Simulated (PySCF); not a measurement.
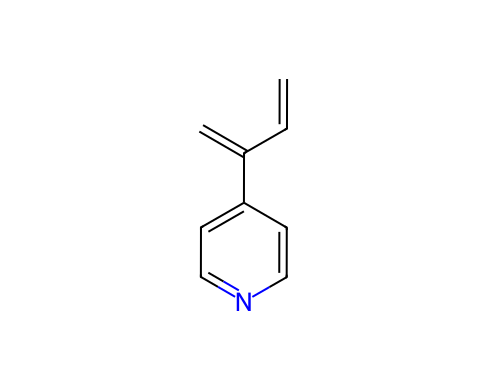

2D structure.

**Give its SMILES.**

C=CC(=C)c1ccncc1

**Give the formula, hydrogens included.**

C9H9N.

The parts below concern this one geometry. Atoms keep their numbers from picture to picture. The geometry was computed by an optimisation with PBE0-D3(BJ)/def2-SVP. No frequency run is at hand to confirm it as a minimum.

**Geometry**

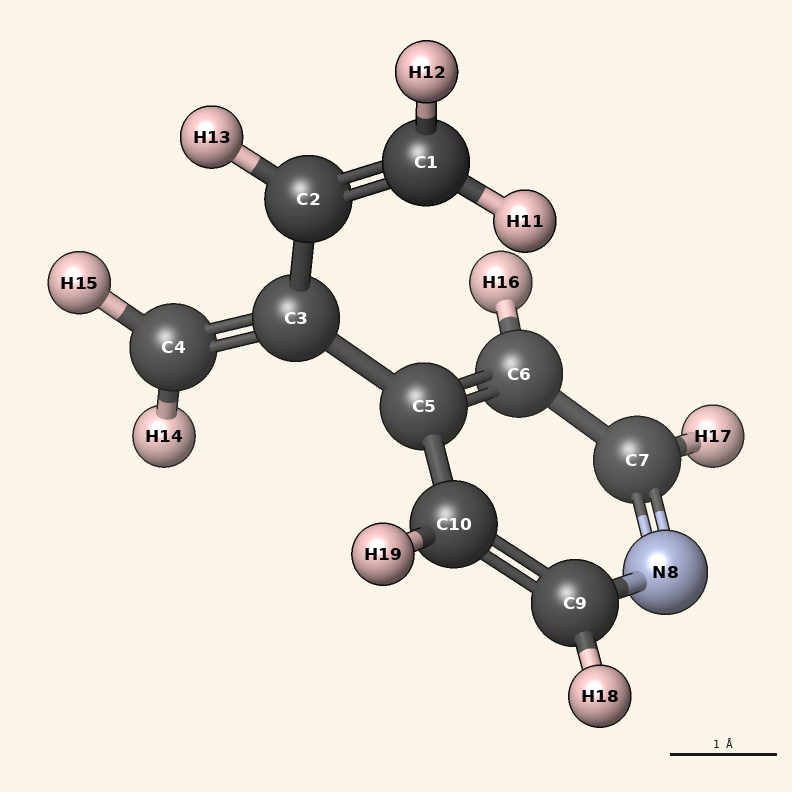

The atoms are numbered. No frequency run is at hand to confirm it as a minimum.

**How are the neighbours of atom 4 arranged?**

C4 has 3 neighbours (C3 at 1.34, H14 at 1.09, H15 at 1.09 Å); the arrangement is trigonal planar.

**How are the neighbours of atom 1 arranged?**

C1 has 3 neighbours (C2 at 1.34, H11 at 1.09, H12 at 1.09 Å); the arrangement is trigonal planar.

**How are the neighbours of atom 5 arranged?**

C5 has 3 neighbours (C3 at 1.49, C6 at 1.40, C10 at 1.40 Å); the arrangement is trigonal planar.

**How are the neighbours of atom 7 arranged?**

C7 has 3 neighbours (C6 at 1.39, N8 at 1.33, H17 at 1.10 Å); the arrangement is trigonal planar.

**What is the dihedral angle C5–C6–C7–N8?**

0° in size, that is syn (eclipsed).

**NMR shielding**

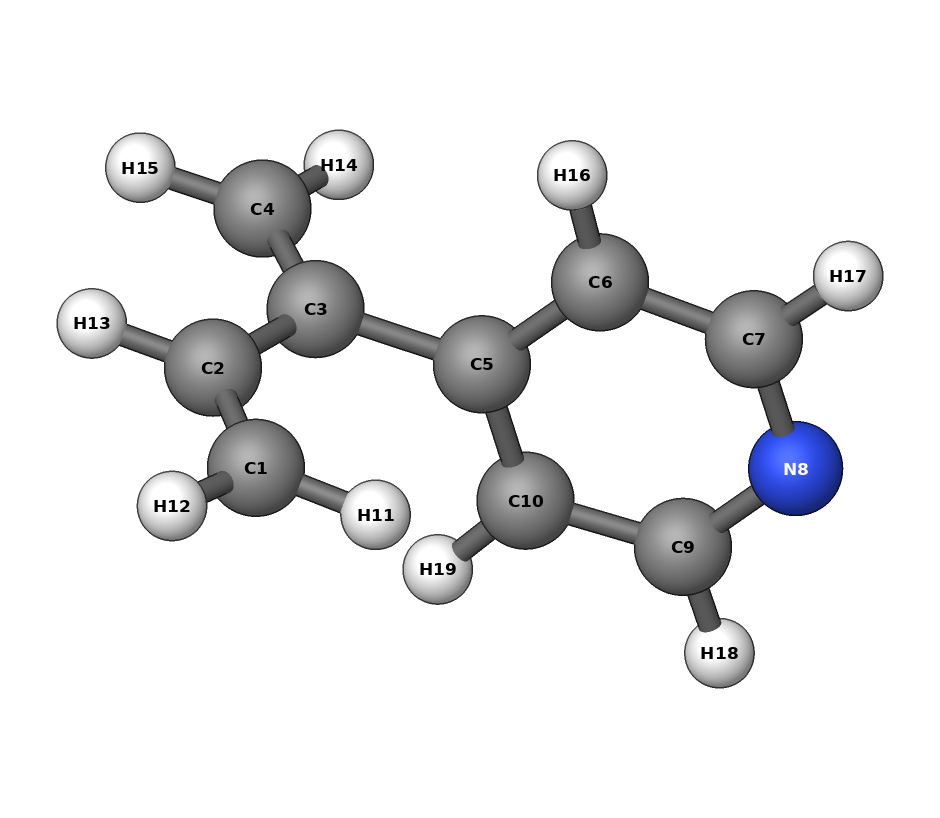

No frequency run is at hand to confirm it as a minimum. Level of theory: GIAO PBE0/pcSseg-1 NMR shielding, non-relativistic, gas phase (PySCF 2.14.0). Principal shieldings σ11 ≤ σ22 ≤ σ33, span Ω = σ33 − σ11, skew κ = 3(σiso − σ22)/Ω.

Give the shielding tensors of the C atoms.

```csv
atom,σ11,σ22,σ33,σiso,Ω,κ
C1,−50.5,54.2,165.2,56.3,215.6,0.03
C2,−72.5,39.9,142.2,36.5,214.7,−0.05
C3,−84.4,21.2,144.1,27.0,228.5,0.08
C4,−39.7,63.9,149.4,57.8,189.1,−0.10
C5,−73.4,−4.7,168.2,30.0,241.7,0.43
"C6, C10",−56.3,53.4,166.5,54.5,222.8,0.02
"C7, C9",−81.6,24.5,144.2,29.0,225.8,0.06
```

Shieldings and span in ppm.

**Ring current**

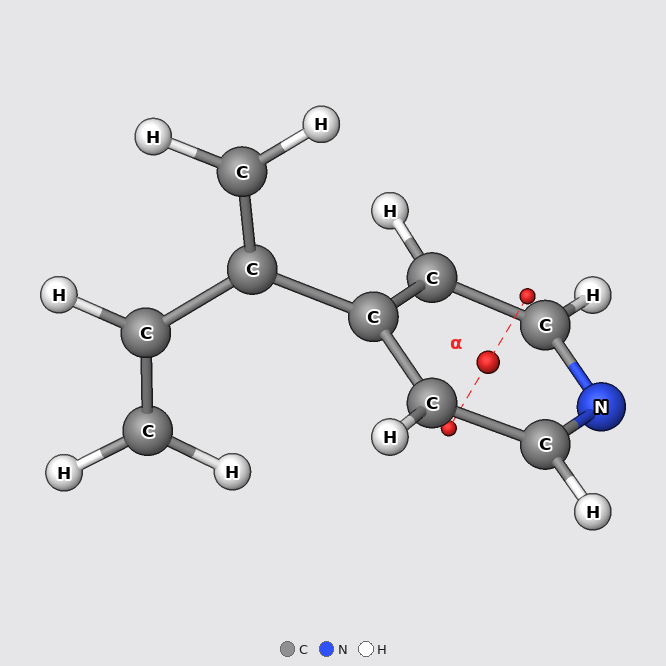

The small points mark where nucleus-independent chemical shifts (NICS) were computed: at the centre of each lettered ring and 1 Å above and below it. No frequency run is at hand to confirm it as a minimum. Level of theory: GIAO ωB97X-D/pcSseg-1 NMR shielding, non-relativistic, gas phase (PySCF 2.14.0).

Give NICS(0), NICS(1) and the out-of-plane component NICS(1)zz for each ring (means of the two sides).

```tsv
ring	members	NICS(0)	NICS(1)	NICS(1)zz
α	C5N	−7.3	−10.9	−28.8
```

Values in ppm.

**What do the values say about the ring currents?**

Ring α: diatropic, as in an aromatic ring. NICS is one index among several.

**Electronic properties**

No frequency run is at hand to confirm it as a minimum. Level of theory: ωB97X-D/def2-SVPD, gas phase (PySCF 2.14.0). Excitations: vertical, linear response.

**What is the HOMO energy (Kohn–Sham orbital)?**

−8.79 eV.

**Estimate the HOMO–LUMO gap.**

9.35 eV.

**Estimate the lowest vertical singlet excitation.**

5.06 eV.

**Estimate the dipole moment.**

2.45 D.
